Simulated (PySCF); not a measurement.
**C2H6Mg, SMILES `C[Mg]C`: what the electrons do**

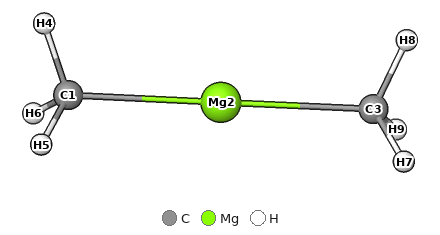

The molecule, with its atoms numbered as below. No frequency check shows the geometry to be a minimum.

Coordinates in Å:

```
C1       2.1413   -0.0014    0.0002
Mg2     -0.0000    0.0021   -0.0003
C3      -2.1412   -0.0008    0.0008
H4       2.5436   -0.7228    0.7146
H5       2.5438    0.9778    0.2676
H6       2.5434   -0.2596   -0.9817
H7      -2.5434    0.9805    0.2614
H8      -2.5436   -0.7220    0.7153
H9      -2.5438   -0.2657   -0.9791
```

Part 1: Bonding charge

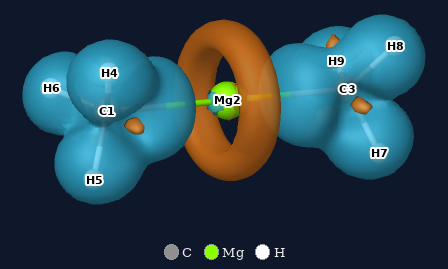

Deformation density (molecule less spherical, spin-averaged free atoms at the same positions), surfaces at ±0.05 e/Å³; light blue: gain, orange: loss.

Method: ωB97X/def2-TZVP; geometry: GFN2-xTB; program: PySCF.

**How much density has each bond gained at its critical point, relative to the free atoms?**

C3–H8, C1–H5, C1–H4, C1–H6 and 2 more like them: +0.66 e/Å³ at the bond critical point (bond length 1.09 Å, Mayer order 1.0). Mg2–C3 and C1–Mg2: +0.10 e/Å³ at the bond critical point (bond length 2.14 Å, Mayer order 0.8). In all, 2.1 electrons gather in the regions of gain relative to the promolecule. A small or negative value marks a very polar bond, one between electron-rich atoms, whose free-atom densities already overlap strongly, a long bond to a heavier atom, or a closed-shell contact such as a hydrogen bond.

Part 2: Bond critical points

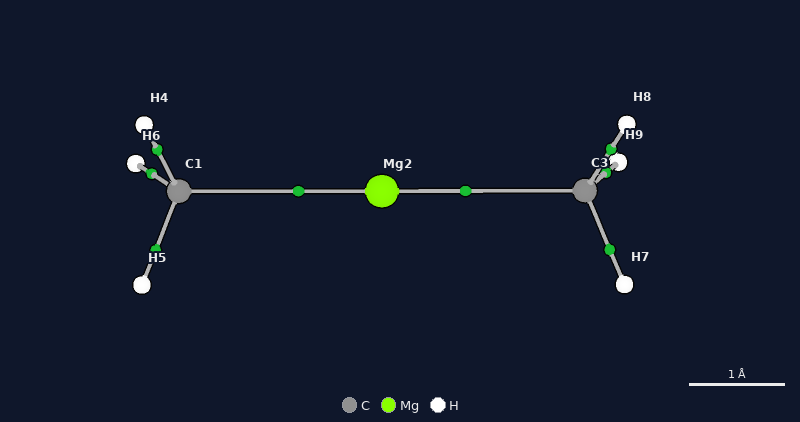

Molecular graph of the electron density (QTAIM): bond paths, bond critical points (green), ring points (magenta, if any); weak paths are dashed.

**How many critical points of each kind are there, and does the count close?**

9 nuclei, 8 bond, 0 ring and 0 cage critical points: 9 − 8 + 0 − 0 = 1, as the Poincaré–Hopf relation requires.

**Give the properties at the bond critical points.**

```csv
bond,length (Å),ρ (a.u.),∇²ρ (a.u.),ε,H (a.u.)
C3–H8 (6 alike),1.092,0.268,−0.87,0.04,−0.269
Mg2–C3 (2 alike),2.141,0.053,+0.21,0.00,−0.003
```

**What kind of interaction is C3–H8?**

Shared-shell (covalent): ρ = 0.268, ∇²ρ = −0.87, H = −0.269 a.u.

Part 3: Local ionisation energy

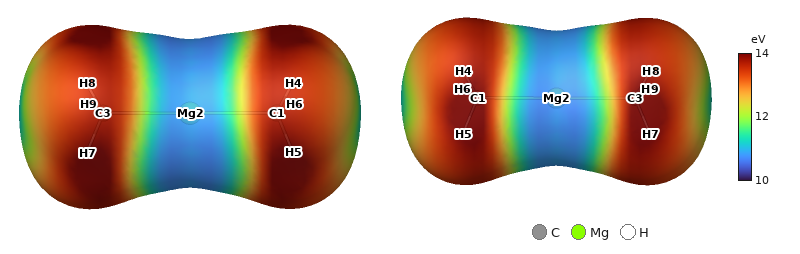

Average local ionisation energy on the surface of electron density 0.001 a.u. (back view left, front view right).

**Where are the most loosely bound electrons on this surface?**

The lowest value is 10.7 eV, 1.9 Å from Mg2, and at like points elsewhere. Further minima include 11.2 eV, near H6 (1.89 Å), H5 (1.95 Å), H4 (2.06 Å) and C1 (2.09 Å), and at like points elsewhere. For comparison, the highest occupied orbital lies at −8.8 eV.

**What volume does the surface enclose, and what is the dipole moment?**

About 103 Å³; the dipole moment is 0.0 D.

Part 4: In an electric field

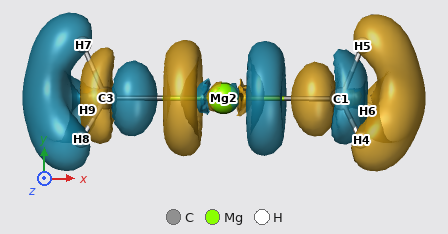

Change of the electron density in a uniform field of 0.21 V/Å, surfaces at ±0.002 e/Å³ (yellow: gain, teal: loss).

PySCF calculation, ωB97X/def2-TZVP, gas phase; geometry: GFN2-xTB. A basis without diffuse functions makes polarisabilities too small.

The field was applied in both directions; the picture shows the one opposite to the script's first.

**Along which Cartesian direction does the field point?**

Along −x: electrons gather on the +x side, against the field.

**How large is the response?**

The induced dipole is 0.73 D (along the field); α along this axis, from the fields in both directions, is 72 bohr³ (10.6 Å³).

Part 5: Removing or adding an electron

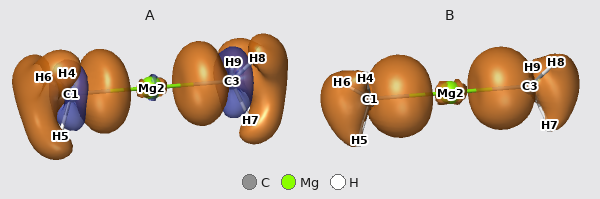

The Fukui function f⁻ from two separate SCF calculations and the density of the HOMO, at ±0.02 e/Å³ (orange positive, blue negative).

PySCF calculation, ωB97X/def2-TZVP, gas phase; geometry: GFN2-xTB.

**Which panel is which, and how good is the frozen-orbital picture?**

A is f⁻ (it has negative regions), B the HOMO density. The HOMO lies on C1 and C3 (31 % each) and Mg2 (17 %); f⁻ (Hirshfeld-condensed) is largest on C1 and C3 (0.20 each) and Mg2 (0.17); the vertical ionisation energy is 8.68 eV (the stability of the cation's solution wasn't checked). Relaxation shifts 24 % of the electron between atoms. The orbital energy is −8.76 eV.

The PySCF runs shown took 16 s, 27 s and 38 s on 1 thread of Intel(R) Xeon(R) Platinum 8259CL CPU @ 2.50GHz (Skylake/Cascade Lake) (shared host).
